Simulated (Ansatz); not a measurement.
H$_{6}$Si$_{2}$···F···H

Input file:

```
crystal:
  periodic: [false, false, false]
  atoms:
    - {symbol: Si, position_ang: [-0.079802, -0.855157, 0.198548]}
    - {symbol: F, position_ang: [1.737588, -0.509026, -0.484057]}
    - {symbol: H, position_ang: [-0.197349, -2.019782, -0.704800]}
    - {symbol: H, position_ang: [-1.030609, -1.175319, 1.317227]}
    - {symbol: Si, position_ang: [-0.687760, 1.285665, -0.511049]}
    - {symbol: H, position_ang: [1.641261, -0.861968, 0.687683]}
    - {symbol: H, position_ang: [1.075710, -1.114298, 1.417043]}
    - {symbol: H, position_ang: [-0.101171, 2.271366, 0.436441]}
    - {symbol: H, position_ang: [-0.188432, 1.562133, -1.880720]}
    - {symbol: H, position_ang: [-2.169436, 1.416385, -0.476317]}
basis:
  gaussian: {orbitals: def2-TZVPP}
hamiltonian: {xc: pbe0, dispersion: d4}
output: {orbitals: {seedname: orbitals}}
```

Launched as:

```sh
ansatz run in.yaml --threads 4 --pin off --events-out ev --progress --plain --max-ram 9574MiB
```

A transition-state structure; geometry: PBE0-D4/def2-TZVP.

Theory: RKS PBE0-D4/def2-TZVPP in Ansatz.

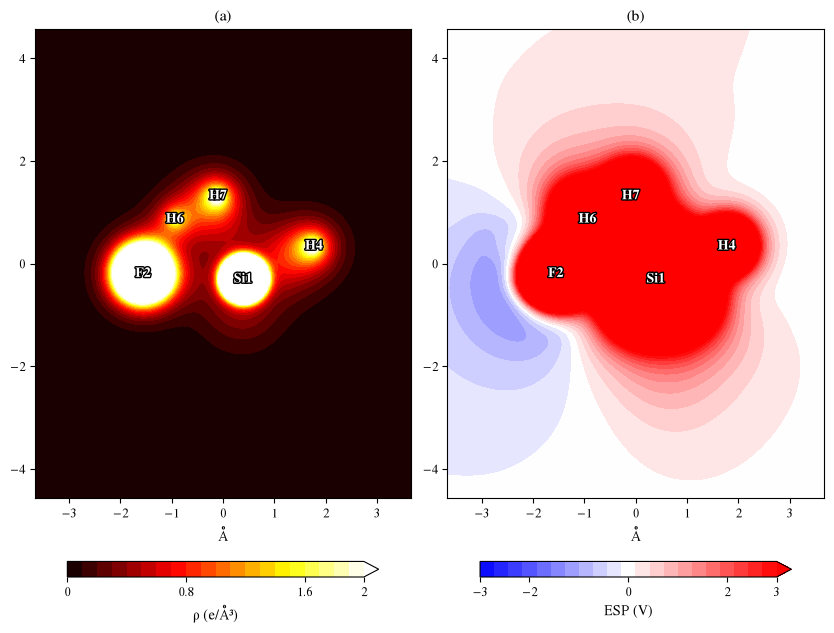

Figure 1. (a) electron density; (b) electrostatic potential on the plane of atoms H4, Si1 and H7.

Q: Describe what can be read from this map.

A: The section cuts through Si, F and H sites. H6···H7 (0.96 Å): the density falls to about 1.1 e/Å³ on the way. F2···H6 (1.23 Å): the density falls to about 1 e/Å³ on the way. Si–H (1.50 Å): the density is about 0.8 e/Å³ at the midpoint. Outside the dense part of the complex the potential is most negative (−1.3 V) near F2.

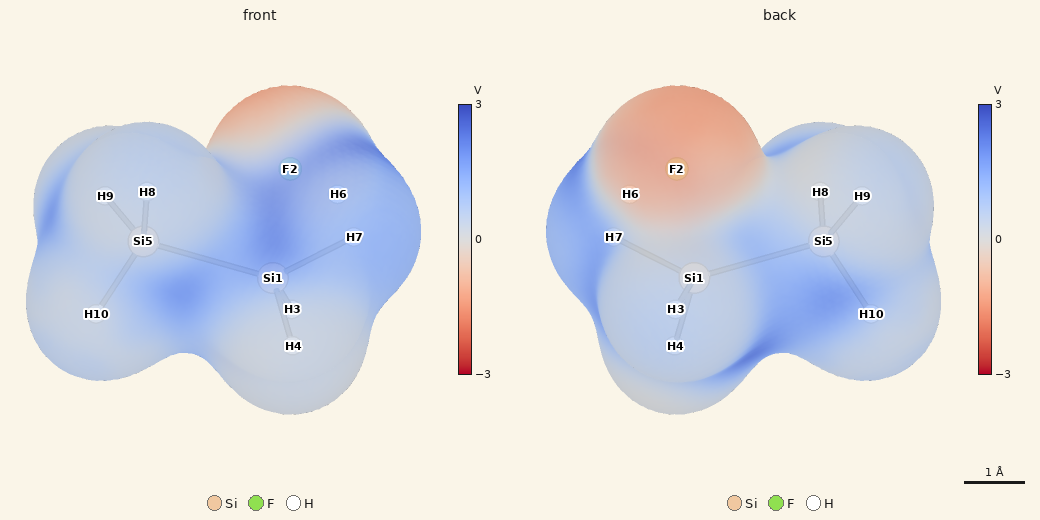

Figure 2. The electrostatic potential painted on the density surface at 0.004 e/bohr³, seen from the front and from behind; red is negative and blue positive.

Q: Where is the surface potential most negative and most positive?

A: The most negative region (about −1.2 V) lies over F2, the most positive (about +2.1 V) over Si1 and H6.

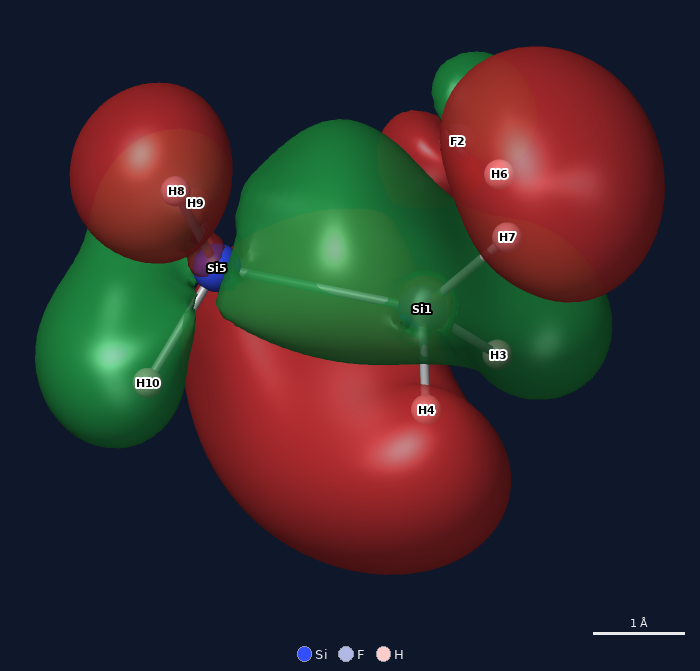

Figure 3. The LUMO at ±0.05 Å⁻³ᐟ² (green and red are the two phases), seen at a tilt.

Q: Where does this orbital lie, and at what energy?

A: Its weight (Hirshfeld) is mainly on Si1 (about 45 %), Si5 (about 20 %), H7 (about 10 %) and H6 (about 5 %). Its energy is −0.85 eV.
